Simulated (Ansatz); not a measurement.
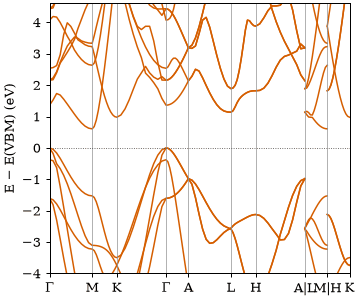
Figure. Band structure from r²SCAN in the plane-wave PAW code Ansatz

**Question.** Read off the gap and where the band edges lie.

**Answer.** About 0.6 eV (0.61 eV by a search for the band edges); maximum at Γ, minimum at M.

The material is Si in space group P6_3/mmc (No. 194; Si on 4f).

The first step of the workflow began from a Materials Project structure, measured or hypothetical; the Crystallography Open Database copy checked does not list it. It is not the phase usual at ambient conditions (space group No. 227). The r²SCAN relaxation kept the symmetry of its start; phonons on a q-mesh show no instability.

Potentials: the later of the program's two PAW sets.
